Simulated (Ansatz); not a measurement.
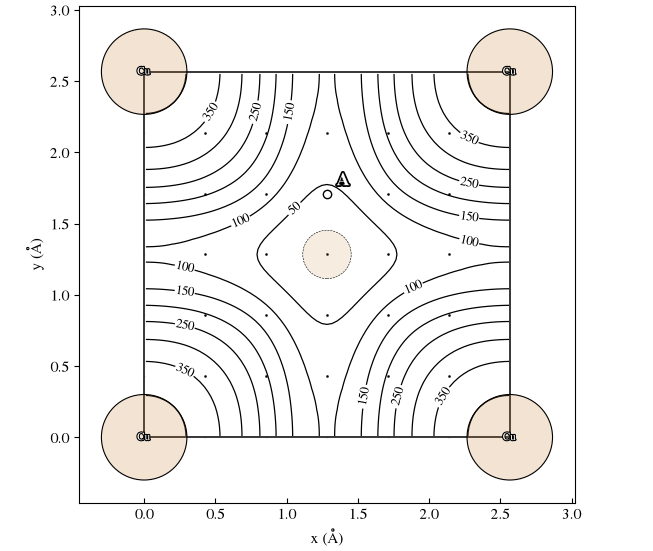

Cl on a Cu(100) slab cut from the Fm-3m phase, its upper half relaxed before the scan (12 atoms of substrate and one adsorbate in a 2 × 2 cell). Cl is moved over the surface cell; relaxed at each place: the height of the adsorbate's atoms; substrate rigid; the origin of the map has the adsorbate above Cu9. Places are given modulo a cell vector. The map is drawn in real space over the plane of the surface. The scan uses a 6 × 6 grid; 10 points were computed and 26 follow by symmetry. Places are given in fractions of the 1 × 1 surface cell. All energies are given in meV relative to the lowest grid point. All numbers below come from DFT PBE, scalar-relativistic, plane waves, PAW (Ansatz). Settings: cutoff 420 eV, k-mesh 5×5×1, gaussian smearing 0.1 eV, no spin polarisation.

In the figure: contour lines labelled in meV, dots at the grid points, labelled circles for the atoms of the top layer and small ones for the second layer, the outline of one cell of the plane, the point A. Between grid points the surface is interpolated.

Q: Is A at rest? If not, where is it pushed?

A: A, at (3/6, 4/6) of the cell vectors, is not a stationary point. The computed force is 0.14 eV/Å in the plane, pointing down in the picture (components 0.00 and −0.14 eV/Å).

PAW datasets: the set soft_1.
